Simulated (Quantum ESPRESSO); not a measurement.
## E(M) of KCrF3

Wanted: E(M) for KCrF3 from a parallel start.

Program: Quantum ESPRESSO 7.5. Level of theory: LDA with U = 2.1 eV on Cr d (ortho-atomic projectors); plane waves with GBRV 1.5 LDA potentials, no spin-orbit coupling. Results are calculated unless marked as measured.

### Step 1. Set-up

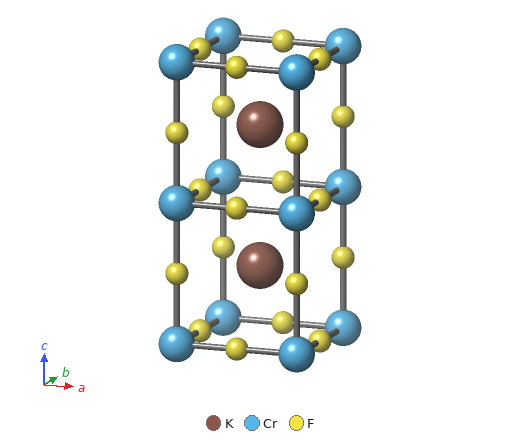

Start, viewed slightly off an axis; potassium brown, chromium blue, fluorine yellow. 1×1×2 cells are drawn. Some periodic images of atoms are drawn too.

The cell comes from Materials Project 2023-11-01, a database of computed structures, and need not be the stable phase.

### Step 2. The free run

pw.in reads:

```
&CONTROL
  calculation = 'scf'
  prefix = 'pwscf'
  outdir = './tmp'
  pseudo_dir = './pseudo'
  disk_io = 'nowf'
  tprnfor = .true.
  tstress = .true.
/
&SYSTEM
  ibrav = 0
  nat = 5
  ntyp = 3
  ecutwfc = 40
  ecutrho = 280
  nbnd = 33
  occupations = 'smearing'
  smearing = 'fd'
  degauss = 0.00999582
  nspin = 2
  starting_magnetization(1) = 0
  starting_magnetization(2) = 0.2143
  starting_magnetization(3) = 0
/
&ELECTRONS
  conv_thr = 1d-08
  electron_maxstep = 150
  mixing_beta = 0.3
/
ATOMIC_SPECIES
K      39.0983 k_lda_v1.4.uspp.F.UPF
Cr     51.9961 cr_lda_v1.5.uspp.F.UPF
F      18.9984 f_lda_v1.4.uspp.F.UPF
CELL_PARAMETERS bohr
   7.7358017610    0.0000000000    0.0000000000
   0.0000000000    7.7358017610    0.0000000000
   0.0000000000    0.0000000000    8.6939439288
ATOMIC_POSITIONS crystal
K       0.5000000000    0.5000000000    0.5000000000
Cr      0.0000000000    0.0000000000    0.0000000000
F       0.0000000000    0.0000000000    0.5000000000
F       0.0000000000    0.5000000000    0.0000000000
F       0.5000000000    0.0000000000    0.0000000000
K_POINTS automatic
6 6 6 0 0 0
HUBBARD {ortho-atomic}
U Cr-3d 2.1000
```

Launch:

```sh
> OMP_NUM_THREADS=1 mpirun -n 2 pw.x -nk 2 -in pw.in > pw.out
```

Output:

```text
Program PWSCF v.7.5 starts

     Message from routine setup:
     using ibrav=0 with symmetry is DISCOURAGED, use correct ibrav instead

     K-points division:     npool     =       2
     Subspace diagonalization in iterative solution of the eigenvalue problem:

     G-vector sticks info
     --------------------
     sticks:   dense  smooth     PW     G-vecs:    dense   smooth      PW
     Sum        1329     761    241                41183    17771    3035

     Using Slab Decomposition

     bravais-lattice index     =            0
     lattice parameter (alat)  =       7.7358  a.u.
     unit-cell volume          =     520.2685 (a.u.)^3
     number of atoms/cell      =            5
     number of atomic types    =            3
     number of electrons       =        44.00
     number of Kohn-Sham states=           33
     kinetic-energy cutoff     =      40.0000  Ry
     charge density cutoff     =     280.0000  Ry
     scf convergence threshold =      1.0E-08
     mixing beta               =       0.3000
     number of iterations used =            8  plain     mixing
     Exchange-correlation=  SLA  PZ   NOGX NOGC
                           (   1   1   0   0   0   0   0)
     Hubbard projectors: ortho-atomic
     Hubbard parameters of DFT+U (Dudarev formulation) in eV:
     U(Cr-3d) =  2.1000

     Internal variables: lda_plus_u =T, lda_plus_u_kind = 0

     Internal variables: orbital_resolved =F, hub_pot_fix =F, apply_U = F

     celldm(1)=   7.735802  celldm(2)=   0.000000  celldm(3)=   0.000000
     celldm(4)=   0.000000  celldm(5)=   0.000000  celldm(6)=   0.000000

     crystal axes: (cart. coord. in units of alat)
               a(1) = (   1.000000   0.000000   0.000000 )
               a(2) = (   0.000000   1.000000   0.000000 )
               a(3) = (   0.000000   0.000000   1.123858 )

     reciprocal axes: (cart. coord. in units 2 pi/alat)
               b(1) = (  1.000000  0.000000  0.000000 )
               b(2) = (  0.000000  1.000000  0.000000 )
               b(3) = (  0.000000  0.000000  0.889792 )

     PseudoPot. # 1 for K  read from file:
     k_lda_v1.4.uspp.F.UPF
     Pseudo is Ultrasoft + core correction, Zval =  9.0
     Generated by new atomic code, or converted to UPF format
     Using radial grid of  841 points,  6 beta functions with:
                l(1) =   0
                l(2) =   0
                l(3) =   1
                l(4) =   1
                l(5) =   2
                l(6) =   2
     Q(r) pseudized with  6 coefficients,  rinner =    1.500   1.500   1.500
                                                       1.500   1.500

     PseudoPot. # 2 for Cr read from file:
     cr_lda_v1.5.uspp.F.UPF
     Pseudo is Ultrasoft + core correction, Zval = 14.0
     Generated by new atomic code, or converted to UPF format
     Using radial grid of  857 points,  6 beta functions with:
                l(1) =   0
                l(2) =   0
                l(3) =   1
                l(4) =   1
                l(5) =   2
                l(6) =   2
     Q(r) pseudized with  8 coefficients,  rinner =    0.950   0.950   0.950
                                                       0.950   0.950

     PseudoPot. # 3 for F  read from file:
     f_lda_v1.4.uspp.F.UPF
     Pseudo is Ultrasoft, Zval =  7.0
     Generated by new atomic code, or converted to UPF format
     Using radial grid of  799 points,  4 beta functions with:
                l(1) =   0
                l(2) =   0
                l(3) =   1
                l(4) =   1
     Q(r) pseudized with  8 coefficients,  rinner =    0.950   0.950   0.950

     atomic species   valence    mass     pseudopotential
     K                 9.00    39.09830     K ( 1.00)
     Cr               14.00    51.99610     Cr( 1.00)
     F                 7.00    18.99840     F ( 1.00)

     Starting magnetic structure
     atomic species   magnetization
     K               0.000
     Cr              0.214
     F               0.000

     16 Sym. Ops., with inversion, found

   Cartesian axes

     site n.     atom                  positions (alat units)
         1        K      tau(   1) = (   0.5000000   0.5000000   0.5619291  )
         2        Cr     tau(   2) = (   0.0000000   0.0000000   0.0000000  )
         3        F      tau(   3) = (   0.0000000   0.0000000   0.5619291  )
         4        F      tau(   4) = (   0.0000000   0.5000000   0.0000000  )
         5        F      tau(   5) = (   0.5000000   0.0000000   0.0000000  )

     number of k points=    40  Fermi-Dirac smearing, width (Ry)=  0.0100
                       cart. coord. in units 2pi/alat
        k(    1) = (   0.0000000   0.0000000   0.0000000), wk =   0.0046296
        k(    2) = (   0.0000000   0.0000000   0.1482987), wk =   0.0092593
        k(    3) = (   0.0000000   0.0000000   0.2965973), wk =   0.0092593
        k(    4) = (   0.0000000   0.0000000  -0.4448960), wk =   0.0046296
        k(    5) = (   0.0000000   0.1666667   0.0000000), wk =   0.0185185
        [... 35 further k-points ...]

     Dense  grid:    41183 G-vectors     FFT dimensions: (  45,  45,  48)

     Smooth grid:    17771 G-vectors     FFT dimensions: (  32,  32,  36)

     Check: negative core charge=   -0.000003
     Generating pointlists ...
     new r_m :   0.2917 (alat units)  2.2564 (a.u.) for type    1
     new r_m :   0.2063 (alat units)  1.5955 (a.u.) for type    2
     new r_m :   0.2063 (alat units)  1.5955 (a.u.) for type    3

     Initial potential from superposition of free atoms

     starting charge      42.4972, renormalised to      44.0000

     negative rho (up, down):  7.923E-04 5.115E-04

     STARTING HUBBARD OCCUPATIONS:

     =================== HUBBARD OCCUPATIONS ===================
     ------------------------ ATOM    2 ------------------------
     Tr[ns(  2)] (up, down, total) =   3.40000  0.00000  3.40000
     Atomic magnetic moment for atom   2 =   3.40000
     [... lines left out ...]
     Number of occupied Hubbard levels =    3.4000

     Atomic wfc used for Hubbard projectors are orthogonalized

     Starting wfcs are   30 randomized atomic wfcs +    3 random wfcs

     Self-consistent Calculation

     iteration #  1     ecut=    40.00 Ry     beta= 0.30
     Davidson diagonalization with overlap
     ethr =  1.00E-02,  avg # of iterations =  6.5

     =================== HUBBARD OCCUPATIONS ===================
     ------------------------ ATOM    2 ------------------------
     Tr[ns(  2)] (up, down, total) =   4.06893  0.21933  4.28826
     Atomic magnetic moment for atom   2 =   3.84960
     [... lines left out ...]
     Number of occupied Hubbard levels =    4.2883

     Threshold (ethr) on eigenvalues was too large:
     Diagonalizing with lowered threshold

     Davidson diagonalization with overlap
     ethr =  4.71E-04,  avg # of iterations =  2.2

     negative rho (up, down):  2.359E-04 9.581E-04

     total energy              =    -378.43878959 Ry
     estimated scf accuracy    <       0.21171662 Ry

     total magnetization       =     4.00 Bohr mag/cell
     absolute magnetization    =     4.04 Bohr mag/cell

     iteration #  2     ecut=    40.00 Ry     beta= 0.30
     Davidson diagonalization with overlap
     ethr =  4.81E-04,  avg # of iterations =  2.6

     negative rho (up, down):  0.000E+00 1.433E-03

     total energy              =    -378.44473379 Ry
     estimated scf accuracy    <       0.06650972 Ry

     total magnetization       =     4.00 Bohr mag/cell
     absolute magnetization    =     4.04 Bohr mag/cell

     iteration #  3     ecut=    40.00 Ry     beta= 0.30
     Davidson diagonalization with overlap
     ethr =  1.51E-04,  avg # of iterations =  6.0

     negative rho (up, down):  0.000E+00 3.052E-03

     total energy              =    -378.45175846 Ry
     estimated scf accuracy    <       0.01436794 Ry

     total magnetization       =     4.00 Bohr mag/cell
     absolute magnetization    =     4.05 Bohr mag/cell

     [... further iterations left out ...]

     iteration #  9     ecut=    40.00 Ry     beta= 0.30
     Davidson diagonalization with overlap
     ethr =  1.04E-08,  avg # of iterations =  2.3

     negative rho (up, down):  0.000E+00 4.450E-03

     total energy              =    -378.45384214 Ry
     estimated scf accuracy    <       0.00000058 Ry

     total magnetization       =     4.00 Bohr mag/cell
     absolute magnetization    =     4.05 Bohr mag/cell

     iteration # 10     ecut=    40.00 Ry     beta= 0.30
     Davidson diagonalization with overlap
     ethr =  1.31E-09,  avg # of iterations =  3.2

     negative rho (up, down):  0.000E+00 4.450E-03

     total energy              =    -378.45384236 Ry
     estimated scf accuracy    <       0.00000004 Ry

     total magnetization       =     4.00 Bohr mag/cell
     absolute magnetization    =     4.05 Bohr mag/cell

     iteration # 11     ecut=    40.00 Ry     beta= 0.30
     Davidson diagonalization with overlap
     ethr =  9.65E-11,  avg # of iterations =  3.2

     negative rho (up, down):  0.000E+00 4.450E-03

     total energy              =    -378.45384238 Ry
     estimated scf accuracy    <       0.00000001 Ry

     total magnetization       =     4.00 Bohr mag/cell
     absolute magnetization    =     4.05 Bohr mag/cell

     iteration # 12     ecut=    40.00 Ry     beta= 0.30
     Davidson diagonalization with overlap
     ethr =  2.45E-11,  avg # of iterations =  2.3

     negative rho (up, down):  0.000E+00 4.450E-03

     Magnetic moment per site  (integrated on atomic sphere of radius R)
     atom   1 (R=0.292)  charge=  7.6349  magn=  0.0014
     atom   2 (R=0.206)  charge= 11.1534  magn=  3.1757
     atom   3 (R=0.206)  charge=  6.5277  magn=  0.0376
     atom   4 (R=0.206)  charge=  6.5726  magn=  0.0192
     atom   5 (R=0.206)  charge=  6.5726  magn=  0.0192

     End of self-consistent calculation

     =================== HUBBARD OCCUPATIONS ===================
     ------------------------ ATOM    2 ------------------------
     Tr[ns(  2)] (up, down, total) =   4.11186  0.22822  4.34008
     Atomic magnetic moment for atom   2 =   3.88365
     [... lines left out ...]
     Number of occupied Hubbard levels =    4.3401

     [... lines left out ...]
     the Fermi energy is     6.8009 ev

!    total energy              =    -378.45384241 Ry
     estimated scf accuracy    <          3.0E-09 Ry
     smearing contrib. (-TS)   =      -0.00263488 Ry
     internal energy E=F+TS    =    -378.45120753 Ry

     The total energy is F=E-TS. E is the sum of the following terms:
     one-electron contribution =    -217.62639712 Ry
     hartree contribution      =     127.32832308 Ry
     xc contribution           =     -58.69760886 Ry
     ewald contribution        =    -229.49439428 Ry
     Hubbard energy            =       0.03886965 Ry

     total magnetization       =     4.00 Bohr mag/cell
     absolute magnetization    =     4.05 Bohr mag/cell

     convergence has been achieved in  12 iterations

     negative rho (up, down):  0.000E+00 4.450E-03

     Forces acting on atoms (cartesian axes, Ry/au):

     atom    1 type  1   force =     0.00000000    0.00000000    0.00000000
     atom    2 type  2   force =     0.00000000    0.00000000    0.00000000
     atom    3 type  3   force =     0.00000000    0.00000000    0.00000000
     atom    4 type  3   force =     0.00000000    0.00000000    0.00000000
     atom    5 type  3   force =     0.00000000    0.00000000    0.00000000

     Total force =     0.000000     Total SCF correction =     0.000000

     Computing stress (Cartesian axis) and pressure

     negative rho (up, down):  0.000E+00 4.450E-03
          total   stress  (Ry/bohr**3)                   (kbar)     P=      -86.39
  -0.00061322   0.00000000   0.00000000          -90.21        0.00        0.00
   0.00000000  -0.00061322   0.00000000            0.00      -90.21        0.00
   0.00000000   0.00000000  -0.00053527            0.00        0.00      -78.74

=------------------------------------------------------------------------------=
   JOB DONE.
=------------------------------------------------------------------------------=
```

The job ended after 55 s (2 MPI ranks of AMD EPYC 7R43, shared host; peak memory 0.4 GiB).

Spin moment in the atom's sphere by atom:

```tsv
atom	spin moment in the atom's sphere (μB)
K1	0.00
Cr2	3.18
F3	0.04
F4	0.02
F5	0.02
```

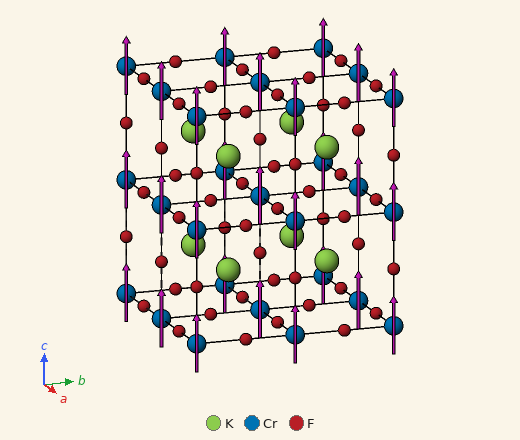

Spin moment in the atom's sphere as arrows, the longest 3.18 μB. Up and down stand for the sign. Arrows give size and sign along the axis of quantisation, drawn up and down the page. 2×2×2 cells are drawn. Some periodic images of atoms are drawn too.

Numbers from this step:

```yaml
smearing_term_ts: 0.03585 eV
pressure: -8.639 GPa
magnetization: 4 μB
absolute_magnetization: 4.054 μB
final_state: ferromagnetic
```

### Step 3. Moment fixed at 0 μB

The two spin channels are filled to separate Fermi energies, so that the total moment meets the target. Half of the up one less the down one is the slope dE/dM.

Edit pw.in of step 2 so:

```diff
@@ -15,3 +15,3 @@
   ecutrho = 280
-  nbnd = 33
+  nbnd = 34
   occupations = 'smearing'
@@ -21,4 +21,5 @@
   starting_magnetization(1) = 0
-  starting_magnetization(2) = 0.2143
+  starting_magnetization(2) = 0.0107
   starting_magnetization(3) = 0
+  tot_magnetization = 0
 /
```

Output:

```text
     [... lines left out ...]
Program PWSCF v.7.5 starts
     [... lines left out ...]
     number of atoms/cell      =            5
     [... lines left out ...]
     number of electrons       =        44.00 (up:  22.00, down:  22.00)
     number of Kohn-Sham states=           34
     kinetic-energy cutoff     =      40.0000  Ry
     charge density cutoff     =     280.0000  Ry
     scf convergence threshold =      1.0E-08
     [... lines left out ...]
     16 Sym. Ops., with inversion, found
     [... lines left out ...]
     number of k points=    40  Fermi-Dirac smearing, width (Ry)=  0.0100
     [... lines left out ...]
     iteration # 13     ecut=    40.00 Ry     beta= 0.30
     [... lines left out ...]
     Magnetic moment per site  (integrated on atomic sphere of radius R)
     atom   1 (R=0.292)  charge=  7.6342  magn= -0.0000
     atom   2 (R=0.206)  charge= 11.1070  magn= -0.0000
     atom   3 (R=0.206)  charge=  6.5133  magn=  0.0000
     atom   4 (R=0.206)  charge=  6.5565  magn=  0.0000
     atom   5 (R=0.206)  charge=  6.5565  magn=  0.0000
     [... lines left out ...]
     Tr[ns(  2)] (up, down, total) =   2.22678  2.22680  4.45358
     [... lines left out ...]
     the spin up/dw Fermi energies are     6.6283    6.6282 ev
!    total energy              =    -378.23966090 Ry
     estimated scf accuracy    <          5.3E-09 Ry
     smearing contrib. (-TS)   =      -0.02381988 Ry
     [... lines left out ...]
     total magnetization       =     0.00 Bohr mag/cell
     absolute magnetization    =     0.00 Bohr mag/cell
     convergence has been achieved in  13 iterations
     [... lines left out ...]
     Total force =     0.000000     Total SCF correction =     0.000000
     [... lines left out ...]
          total   stress  (Ry/bohr**3)                   (kbar)     P=     -142.00
     [... lines left out ...]
```

Elapsed: 56 s, on 2 MPI ranks; peak memory 0.42 GiB.

Read from the output:

- magnetization: 0 μB
- absolute magnetization: 0 μB
- half the difference of the two Fermi energies: 0.1 meV
- largest moment: 0 μB

### Step 4. Moment fixed at 0.9 μB

Edit pw.in of step 3 so:

```diff
@@ -21,5 +21,5 @@
   starting_magnetization(1) = 0
-  starting_magnetization(2) = 0.0107
+  starting_magnetization(2) = 0.0643
   starting_magnetization(3) = 0
-  tot_magnetization = 0
+  tot_magnetization = 0.9
 /
```

Output:

```text
     [... lines left out ...]
Program PWSCF v.7.5 starts
     [... lines left out ...]
     number of atoms/cell      =            5
     [... lines left out ...]
     number of electrons       =        44.00 (up:  22.45, down:  21.55)
     number of Kohn-Sham states=           34
     kinetic-energy cutoff     =      40.0000  Ry
     charge density cutoff     =     280.0000  Ry
     scf convergence threshold =      1.0E-08
     [... lines left out ...]
     16 Sym. Ops., with inversion, found
     [... lines left out ...]
     number of k points=    40  Fermi-Dirac smearing, width (Ry)=  0.0100
     [... lines left out ...]
     iteration # 15     ecut=    40.00 Ry     beta= 0.30
     [... lines left out ...]
     Magnetic moment per site  (integrated on atomic sphere of radius R)
     atom   1 (R=0.292)  charge=  7.6343  magn= -0.0008
     atom   2 (R=0.206)  charge= 11.1085  magn=  0.7327
     atom   3 (R=0.206)  charge=  6.5138  magn=  0.0020
     atom   4 (R=0.206)  charge=  6.5577  magn=  0.0117
     atom   5 (R=0.206)  charge=  6.5577  magn=  0.0117
     [... lines left out ...]
     Tr[ns(  2)] (up, down, total) =   2.66509  1.78179  4.44688
     [... lines left out ...]
     the spin up/dw Fermi energies are     6.1843    7.1760 ev
!    total energy              =    -378.25619652 Ry
     estimated scf accuracy    <          4.1E-09 Ry
     smearing contrib. (-TS)   =      -0.02231498 Ry
     [... lines left out ...]
     total magnetization       =     0.90 Bohr mag/cell
     absolute magnetization    =     0.92 Bohr mag/cell
     convergence has been achieved in  15 iterations
     [... lines left out ...]
     Total force =     0.000000     Total SCF correction =     0.000000
     [... lines left out ...]
          total   stress  (Ry/bohr**3)                   (kbar)     P=     -140.44
     [... lines left out ...]
```

Elapsed: 60 s, on 2 MPI ranks; peak memory 0.4 GiB; 2 min of CPU time.

Spin moment in the atom's sphere by atom:

```tsv
atom	spin moment in the atom's sphere (μB)
K1	-0.001
Cr2	0.733
F3	0.002
F4	0.012
F5	0.012
```

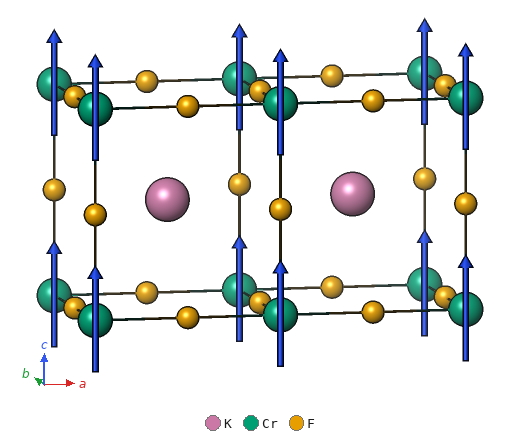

Spin moment in the atom's sphere as arrows, the longest 0.733 μB. Up and down stand for the sign. Arrows give size and sign along the axis of quantisation, drawn up and down the page. 2×1×1 cells are drawn. Some periodic images of atoms are drawn too.

Read from the output:

```
magnetization                                 : 0.9 μB
absolute magnetization                        : 0.923 μB
half the difference of the two Fermi energies : -495.8 meV
```

[end of part 1 of 2]

[Logs and program files are shortened in this print: banners, set-up blocks, solver, clock and traceback lines can be left out without a mark of their own.]

[Logs are printed without paths, hosts, clocks, repeated set-up lines and the standing remarks that a program may print on its own settings, such as how far it seeks lower states.]

[Hosts, paths, dates, database ids (printed as entryN), source tags and the programs' standing remarks are cut or masked in the printed files.]

[Where a cell is said to come from a database of computed structures, the database is the Materials Project.]
